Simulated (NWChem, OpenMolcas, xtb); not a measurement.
## How methods differ on InH3O (InH2(OH))

The species is InH3O (5 atoms), meant as a singlet with charge 0. As SMILES, `[H][In]([H])[OH]`. Geometry: a GFN2-xTB relaxation, a rough one for these elements and not checked as a minimum.

Each level gives the dipole moment (D). The values are calculated.

```
                         level            kind     program  value (D)   CPU time
                      GFN2-xTB  semi-empirical         xtb       1.62  under 2 s
                      GFN0-xTB  semi-empirical         xtb       1.75  under 2 s
                      GFN1-xTB  semi-empirical         xtb       2.47  under 2 s
  HF/def2-SVP (core potential)    Hartree–Fock  OpenMolcas       1.75      3.2 s
BLYP/def2-SVP (core potential)             GGA  OpenMolcas       1.28       12 s
 PBE/def2-SVP (core potential)             GGA      NWChem       1.30      9.9 s
PBE0/def2-SVP (core potential)   global hybrid      NWChem       1.44      7.8 s
```

The values span 1.28 to 2.47 D. CPU times are rough (shared hosts, several kinds of processor): they show what a rung costs within a factor of a few.

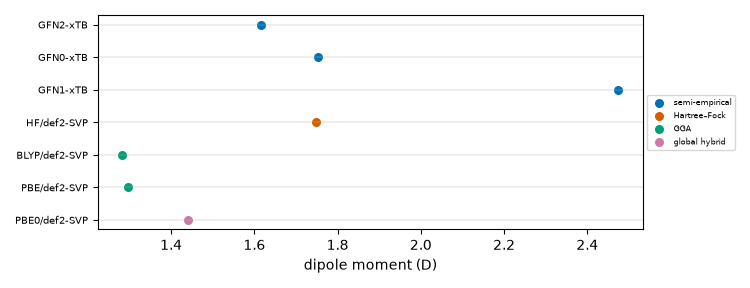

The values of the table, level by level.
